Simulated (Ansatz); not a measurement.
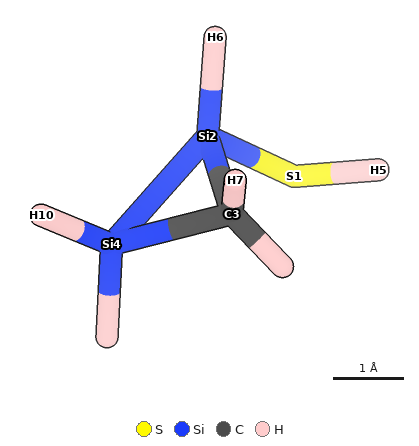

Fig. 1: The input geometry (stick view, seen at a tilt; atoms are numbered from 1 in the order of the input). Bond lengths as drawn: C–H 1.05 to 1.13 Å, C–Si 1.81 to 1.84 Å, H–S 1.38 Å, H–Si 1.44 to 1.50 Å, Si–Si 2.29 Å and S–Si 2.07 Å.

**Geometry relaxation, with input and output: CH6SSi2**

CH6SSi2, SMILES S[SiH]1C[SiH2]1, computed with RKS PBE-D4/def2-SVP (Ansatz 0.2.0).

The geometry: force-field start. Figures and captions count atoms from 1; the log counts them from 0 in places.

## Output
```
Functional definition: PBE
  name "PBE"
  cite "Perdew, Burke & Ernzerhof, Phys. Rev. Lett. 77, 3865 (1996) doi:10.1103/PhysRevLett.77.3865"
  parent pbe
  parameter kappa = 0.804
  parameter beta = 0.06672455060314922
  exchange = pbe_x(kappa = kappa, mu = beta*pi^2/3)
  correlation = pbe_c(beta = beta)
1103 factors; their error is unknown
mean field evaluation 1: about -27691.7863 eV, gradient 6.0e1 eV
mean field evaluation 2: about -27661.4573 eV, gradient 1.0e2 eV
mean field evaluation 4: about -27700.8478 eV, gradient 6.9e0 eV
mean field evaluation 8: about -27700.9996 eV, gradient 1.9e-1 eV
mean field evaluation 16: about -27700.9110 eV, gradient 1.7e-4 eV
mean field -27700.91099218 eV, -1017.9897026108 hartree, gradient 3.1e-5 eV, S^2 0.000000; 0 other end points of the search recorded, 0 dependent functions left out
the calculation of the forces begins
reference -27700.91102663 eV, -1017.9897038766 hartree; 28, 28 occupied and 70, 70 virtual orbitals, 1103 factors
relax step   1: F+E_penalty+E_count = -27701.18118398 eV  Δ(F+E_penalty+E_count) = +0.000e0 eV  max|allowed force component| = 2.895e0 eV/Å  Δτ_max = 0.0000 Å  (28 SCF iters, accepted)
these checks for a lower state are left out or cut short: starts, cluster_reference, orbital_swaps, neighbouring_geometries, increment
1103 factors; their error is unknown
mean field -27701.33977936 eV, -1018.0054602489 hartree, gradient 1.1e-5 eV, S^2 0.000000; 0 other end points of the search recorded, 0 dependent functions left out
the calculation of the forces begins
reference -27701.33981424 eV, -1018.0054615308 hartree; 28, 28 occupied and 70, 70 virtual orbitals, 1103 factors
relax step   2: F+E_penalty+E_count = -27701.60210152 eV  Δ(F+E_penalty+E_count) = -4.209e-1 eV  max|allowed force component| = 8.789e-1 eV/Å  Δτ_max = 0.1937 Å  (28 SCF iters, accepted)
these checks for a lower state are left out or cut short: starts, cluster_reference, orbital_swaps, neighbouring_geometries, increment
1103 factors; their error is unknown
mean field evaluation 32: about -27701.4146 eV, gradient 2.7e-5 eV
mean field -27701.41458006 eV, -1018.0082091239 hartree, gradient 2.7e-5 eV, S^2 0.000000; 0 other end points of the search recorded, 0 dependent functions left out
the calculation of the forces begins
reference -27701.41461565 eV, -1018.0082104318 hartree; 28, 28 occupied and 70, 70 virtual orbitals, 1103 factors
relax step   3: F+E_penalty+E_count = -27701.67433396 eV  Δ(F+E_penalty+E_count) = -7.223e-2 eV  max|allowed force component| = 3.495e-1 eV/Å  Δτ_max = 0.1646 Å  (28 SCF iters, accepted)
these checks for a lower state are left out or cut short: starts, cluster_reference, orbital_swaps, neighbouring_geometries, increment
1103 factors; their error is unknown
mean field -27701.42720251 eV, -1018.0086729904 hartree, gradient 2.5e-5 eV, S^2 0.000000; 0 other end points of the search recorded, 0 dependent functions left out
the calculation of the forces begins
reference -27701.42723799 eV, -1018.0086742944 hartree; 28, 28 occupied and 70, 70 virtual orbitals, 1103 factors
relax step   4: F+E_penalty+E_count = -27701.68773030 eV  Δ(F+E_penalty+E_count) = -1.340e-2 eV  max|allowed force component| = 1.702e-1 eV/Å  Δτ_max = 0.0393 Å  (29 SCF iters, accepted)
these checks for a lower state are left out or cut short: starts, cluster_reference, orbital_swaps, neighbouring_geometries, increment
1103 factors; their error is unknown
mean field -27701.43561821 eV, -1018.0089822618 hartree, gradient 8.7e-6 eV, S^2 0.000000; 0 other end points of the search recorded, 0 dependent functions left out
the calculation of the forces begins
reference -27701.43565369 eV, -1018.0089835655 hartree; 28, 28 occupied and 70, 70 virtual orbitals, 1103 factors
relax step   5: F+E_penalty+E_count = -27701.69705841 eV  Δ(F+E_penalty+E_count) = -9.328e-3 eV  max|allowed force component| = 9.826e-2 eV/Å  Δτ_max = 0.1329 Å  (28 SCF iters, accepted)
these checks for a lower state are left out or cut short: starts, cluster_reference, orbital_swaps, neighbouring_geometries, increment
1103 factors; their error is unknown
mean field -27701.43848263 eV, -1018.0090875273 hartree, gradient 2.6e-5 eV, S^2 0.000000; 0 other end points of the search recorded, 0 dependent functions left out
the calculation of the forces begins
reference -27701.43851822 eV, -1018.0090888353 hartree; 28, 28 occupied and 70, 70 virtual orbitals, 1103 factors
relax step   6: F+E_penalty+E_count = -27701.69938178 eV  Δ(F+E_penalty+E_count) = -2.323e-3 eV  max|allowed force component| = 6.410e-2 eV/Å  Δτ_max = 0.1075 Å  (28 SCF iters, accepted)
these checks for a lower state are left out or cut short: starts, cluster_reference, orbital_swaps, neighbouring_geometries, increment
1103 factors; their error is unknown
mean field -27701.43889830 eV, -1018.0091028030 hartree, gradient 2.4e-5 eV, S^2 0.000000; 0 other end points of the search recorded, 0 dependent functions left out
the calculation of the forces begins
reference -27701.43893395 eV, -1018.0091041129 hartree; 28, 28 occupied and 70, 70 virtual orbitals, 1103 factors
relax step   7: F+E_penalty+E_count = -27701.69919978 eV  Δ(F+E_penalty+E_count) = +1.820e-4 eV  max|allowed force component| = 5.774e-2 eV/Å  Δτ_max = 0.0321 Å  (28 SCF iters, rejected (line search))
these checks for a lower state are left out or cut short: starts, cluster_reference, orbital_swaps, neighbouring_geometries, increment
1103 factors; their error is unknown
mean field evaluation 64: about -27701.4397 eV, gradient 1.5e-1 eV
mean field -27701.43974230 eV, -1018.0091338193 hartree, gradient 2.5e-5 eV, S^2 0.000000; 0 other end points of the search recorded, 0 dependent functions left out
the calculation of the forces begins
reference -27701.43977793 eV, -1018.0091351285 hartree; 28, 28 occupied and 70, 70 virtual orbitals, 1103 factors
relax step   8: F+E_penalty+E_count = -27701.70041669 eV  Δ(F+E_penalty+E_count) = -1.035e-3 eV  max|allowed force component| = 6.036e-2 eV/Å  Δτ_max = 0.0160 Å  (28 SCF iters, accepted)
these checks for a lower state are left out or cut short: starts, cluster_reference, orbital_swaps, neighbouring_geometries, increment
1103 factors; their error is unknown
mean field -27701.44019585 eV, -1018.0091504868 hartree, gradient 2.5e-5 eV, S^2 0.000000; 0 other end points of the search recorded, 0 dependent functions left out
the calculation of the forces begins
reference -27701.44023148 eV, -1018.0091517964 hartree; 28, 28 occupied and 70, 70 virtual orbitals, 1103 factors
relax step   9: F+E_penalty+E_count = -27701.70063461 eV  Δ(F+E_penalty+E_count) = -2.179e-4 eV  max|allowed force component| = 2.851e-2 eV/Å  Δτ_max = 0.0123 Å  (29 SCF iters, accepted)
```

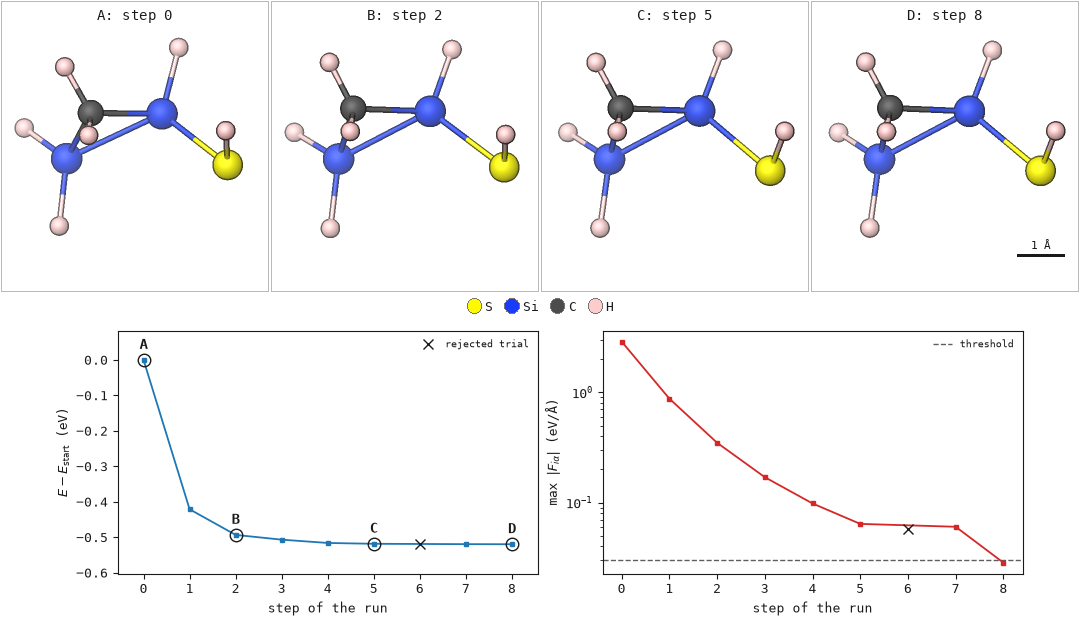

Fig. 2: Frames of the relaxation (ball-and-stick view, seen at a tilt) above the curves, on which the letters mark them (the first geometry is step 0 here and step 1 in the log).

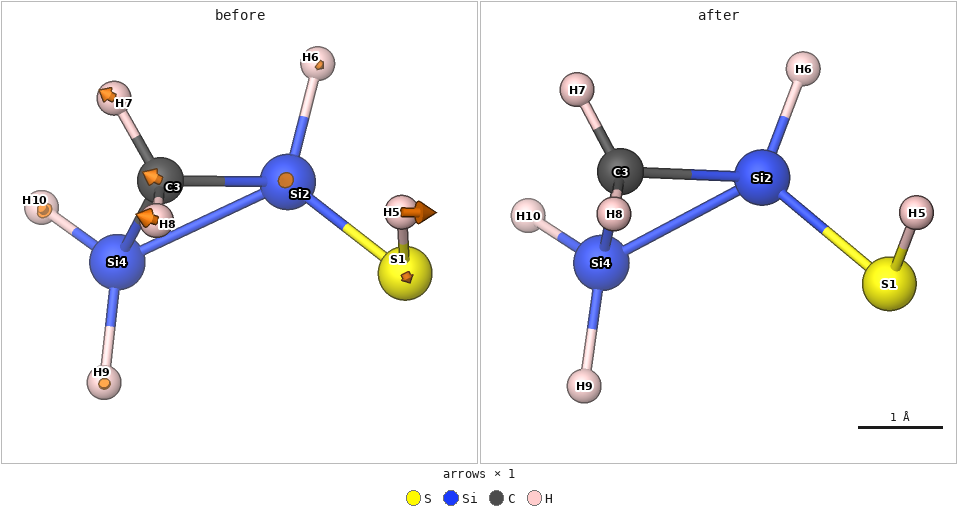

Fig. 3: Before (left) and after (right) the relaxation, at one scale (ball-and-stick view, seen at a tilt). The orange arrows give the displacements, at true length. The energy falls by 0.519 eV in 8 geometry steps. Largest force component: 2.9 eV/Å at the start, 0.029 eV/Å at the end. The line search rejected the trial step at point 6 (counted from 0) and went back. The atom that moves furthest after the best rigid fit is H5 (0.46 Å). Largest moves by element: H 0.46 Å, C 0.27 Å, Si 0.21 Å, S 0.14 Å. Distances before and after: Si2–C3 1.813 → 1.915 Å, C3–Si4 1.836 → 1.925 Å, S1–Si2 2.073 → 2.153 Å, Si4–H10 1.441 → 1.500 Å. Among the angles that change: S1–Si2–C3 106.5° → 117.1°, H9–Si4–H10 121.1° → 113.6°, C3–Si2–H6 109.0° → 115.9°. (Atoms are counted from 1 in the order of the input.)

```
1103 factors; their error is unknown
mean field -27701.44019585 eV, -1018.0091504868 hartree, gradient 2.4e-5 eV, S^2 0.000000; 1 other end points of the search recorded, 0 dependent functions left out
the calculation of the forces begins
reference -27701.44023148 eV, -1018.0091517964 hartree; 28, 28 occupied and 70, 70 virtual orbitals, 1103 factors
Total energy: -27701.70067025 eV, -1018.0187227446 hartree
Atom 0 at    -2.577253     0.080294    -0.303193 Å, force     0.003219     0.007014    -0.002810 eV/Å
Atom 1 at    -0.627162     0.600690     0.445686 Å, force    -0.020052     0.006054     0.004778 eV/Å
Atom 2 at     0.874383     0.186507    -0.668398 Å, force     0.014422     0.009222    -0.008658 eV/Å
Atom 3 at     0.830771    -1.110641     0.753165 Å, force     0.003956    -0.028510     0.005187 eV/Å
Atom 4 at    -2.658750     1.116040    -1.190549 Å, force     0.000185    -0.001860     0.001574 eV/Å
Atom 5 at    -0.548903     1.897507     1.197933 Å, force     0.001782    -0.001097    -0.001739 eV/Å
Atom 6 at     1.713865     0.907954    -0.656667 Å, force     0.000193     0.003002    -0.002547 eV/Å
Atom 7 at     0.669338    -0.178030    -1.692058 Å, force    -0.007105    -0.005516     0.004284 eV/Å
Atom 8 at     0.459021    -2.510234     0.366156 Å, force     0.005377     0.008177     0.000256 eV/Å
Atom 9 at     1.947891    -1.041089     1.751124 Å, force    -0.001978     0.003513    -0.000325 eV/Å
Dipole moment:     0.167672     0.172960    -0.158582 e Å
```

## Trajectory as extended XYZ (Å, eV, eV/Å), 9 frames, from step=1 to step=9
```
10
Properties=species:S:1:pos:R:3:forces:R:3 step=1 energy=-27701.18118
S    -2.4756    0.1832   -0.3301   -1.7250  -0.3030  -0.5226
Si   -0.6787    0.5486    0.6367    0.0912   0.7447   1.0817
C     0.6350    0.1522   -0.5483    2.8948   1.5603  -0.3342
Si    0.8881   -1.1233    0.7480   -1.1681  -0.5760   0.0788
H    -2.2782    0.9948   -1.4262    0.1383  -0.1318   0.3013
H    -0.4518    1.9325    1.1734   -0.1282  -0.0312   0.3072
H     1.5073    0.8674   -0.5768   -0.5180  -0.2465  -0.0896
H     0.4149   -0.1819   -1.5240   -0.4795  -0.5623  -1.7450
H     0.4712   -2.4619    0.2667    0.0259  -0.3878   0.2493
H     2.0510   -0.9626    1.5838    0.8686  -0.0664   0.6731
10
Properties=species:S:1:pos:R:3:forces:R:3 step=2 energy=-27701.60210
S    -2.6365    0.1455   -0.2634    0.3754   0.2700  -0.1735
Si   -0.6670    0.5887    0.5192   -0.2933   0.1625   0.7425
C     0.7600    0.1980   -0.6180    0.8789   0.4333  -0.6986
Si    0.8496   -1.1134    0.7236   -0.4983  -0.2820   0.4192
H    -2.3448    0.9560   -1.3344   -0.2878  -0.1363   0.0800
H    -0.4859    1.9189    1.2231   -0.1678  -0.2022  -0.0512
H     1.6118    0.9167   -0.6045   -0.2217  -0.0726  -0.0190
H     0.5641   -0.1357   -1.6384   -0.0966  -0.1323  -0.4936
H     0.4128   -2.5024    0.3681    0.0720   0.0098  -0.0152
H     2.0191   -1.0234    1.6279    0.2393  -0.0502   0.2094
10
Properties=species:S:1:pos:R:3:forces:R:3 step=3 energy=-27701.67433
S    -2.6182    0.1796   -0.2643    0.2029   0.1252  -0.1576
Si   -0.6344    0.5960    0.5275   -0.3495   0.1879  -0.0811
C     0.8086    0.1940   -0.6518    0.1926   0.0225  -0.1880
Si    0.8474   -1.1157    0.7508   -0.0562  -0.1121   0.0376
H    -2.5002    0.9899   -1.3767    0.0310  -0.1710   0.3451
H    -0.5231    1.9040    1.2759    0.0263  -0.1397  -0.0687
H     1.6398    0.9259   -0.6476    0.0241  -0.0144   0.0135
H     0.5967   -0.1473   -1.6849   -0.0534   0.0105   0.1069
H     0.4432   -2.5169    0.3929    0.0127   0.0660  -0.0163
H     2.0234   -1.0607    1.6814   -0.0305   0.0252   0.0085
10
Properties=species:S:1:pos:R:3:forces:R:3 step=4 energy=-27701.68773
S    -2.6122    0.1566   -0.2527    0.1497   0.0923  -0.1208
Si   -0.6379    0.6040    0.5135   -0.1245   0.0364  -0.0545
C     0.8179    0.1968   -0.6605    0.0742   0.0115  -0.0519
Si    0.8328   -1.1127    0.7489   -0.0072  -0.0257   0.0223
H    -2.4856    0.9856   -1.3405   -0.0479  -0.0889   0.1702
H    -0.5216    1.9014    1.2655    0.0091  -0.0386  -0.0201
H     1.6559    0.9207   -0.6526    0.0032  -0.0016   0.0081
H     0.6000   -0.1432   -1.6915   -0.0341  -0.0095   0.0665
H     0.4382   -2.5102    0.3770   -0.0005   0.0200  -0.0062
H     1.9956   -1.0502    1.6962   -0.0221   0.0041  -0.0135
10
Properties=species:S:1:pos:R:3:forces:R:3 step=5 energy=-27701.69706
S    -2.5741    0.0861   -0.2779    0.0196   0.0983  -0.0809
Si   -0.6270    0.6124    0.4774    0.0198   0.0260   0.0240
C     0.8540    0.1977   -0.6635   -0.0168  -0.0203  -0.0112
Si    0.8252   -1.1108    0.7490    0.0076   0.0306   0.0095
H    -2.5846    1.0353   -1.2671   -0.0173  -0.0691   0.0916
H    -0.5242    1.9089    1.2306   -0.0374  -0.0193  -0.0184
H     1.6992    0.9129   -0.6417   -0.0083  -0.0141  -0.0250
H     0.6286   -0.1434   -1.6914    0.0284   0.0017   0.0210
H     0.4129   -2.5009    0.3756    0.0215  -0.0173  -0.0119
H     1.9734   -1.0492    1.7123   -0.0171  -0.0163   0.0014
10
Properties=species:S:1:pos:R:3:forces:R:3 step=6 energy=-27701.69938
S    -2.5674    0.0814   -0.3083   -0.0413  -0.0376   0.0515
Si   -0.6269    0.6067    0.4595    0.0021  -0.0530  -0.0631
C     0.8625    0.1849   -0.6690    0.0641   0.0450   0.0369
Si    0.8303   -1.1109    0.7546   -0.0239  -0.0103  -0.0307
H    -2.6432    1.1040   -1.2087    0.0162   0.0331  -0.0198
H    -0.5473    1.9026    1.2108    0.0011   0.0190   0.0024
H     1.7066    0.9010   -0.6509    0.0053   0.0033  -0.0168
H     0.6555   -0.1699   -1.6961   -0.0186  -0.0031   0.0296
H     0.4543   -2.5098    0.3717   -0.0050  -0.0023   0.0094
H     1.9587   -1.0410    1.7396    0.0001   0.0060   0.0006
10
Properties=species:S:1:pos:R:3:forces:R:3 step=7 energy=-27701.69920 accepted=F
S    -2.5837    0.0787   -0.2807    0.0402   0.0152  -0.0390
Si   -0.6255    0.6066    0.4417    0.0129   0.0161   0.0577
C     0.8812    0.1912   -0.6665   -0.0346  -0.0250  -0.0397
Si    0.8254   -1.1135    0.7475    0.0138   0.0255   0.0418
H    -2.6634    1.0909   -1.1950   -0.0156   0.0018   0.0022
H    -0.5447    1.9088    1.1858   -0.0021  -0.0179   0.0047
H     1.7266    0.9060   -0.6429   -0.0235   0.0071  -0.0028
H     0.6778   -0.1622   -1.6940    0.0109  -0.0133  -0.0106
H     0.4462   -2.5105    0.3622    0.0021  -0.0032  -0.0121
H     1.9433   -1.0470    1.7451   -0.0040  -0.0064  -0.0023
10
Properties=species:S:1:pos:R:3:forces:R:3 step=8 energy=-27701.70042
S    -2.5743    0.0797   -0.2991   -0.0050  -0.0042   0.0028
Si   -0.6253    0.6025    0.4501   -0.0503   0.0332  -0.0120
C     0.8727    0.1878   -0.6679    0.0154   0.0070  -0.0144
Si    0.8277   -1.1102    0.7523    0.0388  -0.0604   0.0148
H    -2.6521    1.1071   -1.1957    0.0000   0.0079  -0.0039
H    -0.5483    1.9016    1.1987    0.0057  -0.0051   0.0015
H     1.7129    0.9082   -0.6550    0.0059   0.0017  -0.0015
H     0.6674   -0.1752   -1.6921   -0.0110  -0.0003   0.0079
H     0.4547   -2.5099    0.3648    0.0033   0.0189   0.0040
H     1.9479   -1.0425    1.7470   -0.0027   0.0012   0.0009
10
Properties=species:S:1:pos:R:3:forces:R:3 step=9 energy=-27701.70064
S    -2.5773    0.0803   -0.3032    0.0032   0.0070  -0.0028
Si   -0.6272    0.6007    0.4457   -0.0201   0.0061   0.0048
C     0.8744    0.1865   -0.6684    0.0144   0.0092  -0.0087
Si    0.8308   -1.1106    0.7532    0.0040  -0.0285   0.0052
H    -2.6587    1.1160   -1.1905    0.0002  -0.0019   0.0016
H    -0.5489    1.8975    1.1979    0.0018  -0.0011  -0.0017
H     1.7139    0.9080   -0.6567    0.0002   0.0030  -0.0025
H     0.6693   -0.1780   -1.6921   -0.0071  -0.0055   0.0043
H     0.4590   -2.5102    0.3662    0.0054   0.0082   0.0003
H     1.9479   -1.0411    1.7511   -0.0020   0.0035  -0.0003
```

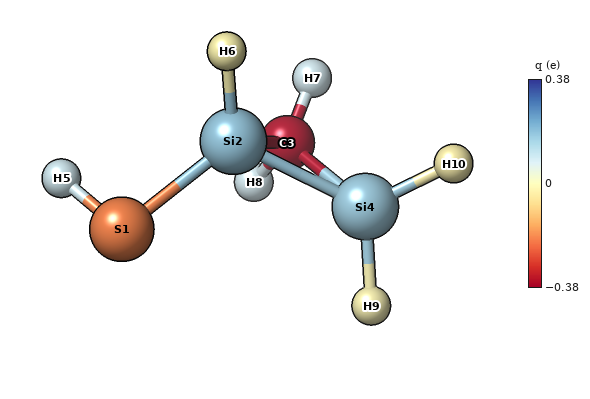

Fig. 4: Mulliken charges, as the colour of each atom (ball-and-stick view, seen at a tilt; atoms are numbered from 1 in the order of the input). By element: S −0.20, Si +0.17 to +0.18, C −0.36 and H −0.03 to +0.09 e.

The run was set up as follows.

## Input file
```yaml
crystal:
  periodic: [false, false, false]
  atoms:
    - {symbol: S, position_ang: [-2.475600, 0.183200, -0.330100]}
    - {symbol: Si, position_ang: [-0.678700, 0.548600, 0.636700]}
    - {symbol: C, position_ang: [0.635000, 0.152200, -0.548300]}
    - {symbol: Si, position_ang: [0.888100, -1.123300, 0.748000]}
    - {symbol: H, position_ang: [-2.278200, 0.994800, -1.426200]}
    - {symbol: H, position_ang: [-0.451800, 1.932500, 1.173400]}
    - {symbol: H, position_ang: [1.507300, 0.867400, -0.576800]}
    - {symbol: H, position_ang: [0.414900, -0.181900, -1.524000]}
    - {symbol: H, position_ang: [0.471200, -2.461900, 0.266700]}
    - {symbol: H, position_ang: [2.051000, -0.962600, 1.583800]}
basis:
  gaussian: {orbitals: def2-SVP}
hamiltonian: {xc: pbe, dispersion: d4}
relax: {f_tol: 0.03, max_steps: 200}
```

Launched with:
```bash
ansatz run in.yaml --threads 2 --pin off --events-out ev --progress --plain --max-ram 4352MiB
```

## Key numbers

| quantity | value |
| --- | --- |
| outcome | converged |
| total energy | −27701.7007 eV |
| mean-field energy | −27701.4402 eV |
| dispersion energy | −0.2604 eV |
| SCF solution under orbital rotations | stable |
| largest force (length of the vector) at the end | 0.029 eV/Å |
| dipole moment | 1.39 D |
| hardware | 2 threads of AMD EPYC, 23 GiB of memory available, shared host |
| wall time | 14 s (CPU time 25 s) |
| peak memory | 0.16 GiB |
